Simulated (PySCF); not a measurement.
C4H13Cl3Si3, SMILES CC(C)(C)[SiH2][SiH2][Si](Cl)(Cl)Cl, singlet at its GFN2-xTB optimised geometry (Å):

```
23

C      2.7705    -2.3337     0.2025
C      2.1993    -0.9220     0.0665
C      2.6323    -0.3413    -1.2795
C      2.7627    -0.0490     1.1875
Si     0.2766    -0.9716     0.1761
Si    -0.6272     1.1692     0.0000
Si    -2.9495     1.1692     0.0000
Cl    -3.6733     0.1661    -1.6210
Cl    -3.6596     0.1733     1.6333
Cl    -3.8585     2.9802     0.0000
H      2.3985    -2.9802    -0.5891
H      3.8585    -2.3136     0.1406
H      2.4942    -2.7731     1.1583
H      2.2509    -0.9423    -2.1023
H      2.2671     0.6771    -1.3993
H      3.7195    -0.3217    -1.3531
H      2.4741    -0.4353     2.1628
H      3.8515    -0.0279     1.1429
H      2.4007     0.9743     1.1023
H     -0.2029    -1.8695    -0.8874
H     -0.0716    -1.6159     1.4531
H     -0.2036     2.0680     1.0870
H     -0.2056     1.8862    -1.2155
```

Level of theory: CAM-B3LYP/def2-SVP (PySCF). Cells within 0.4 Å of a nucleus heavier than hydrogen are left out (blank, or x).

Map of the log10 of the electron density (e/bohr³), floored at −4 on the plane z = 0.0 Å:

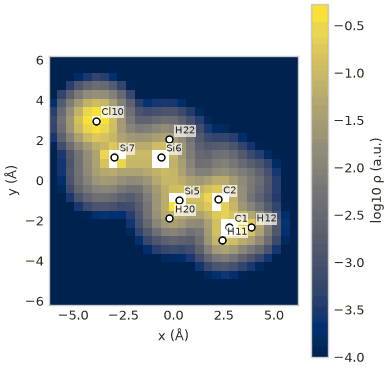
*Log10 of the electron density (e/bohr³), floored at −4 on the plane z = 0.0 Å.*
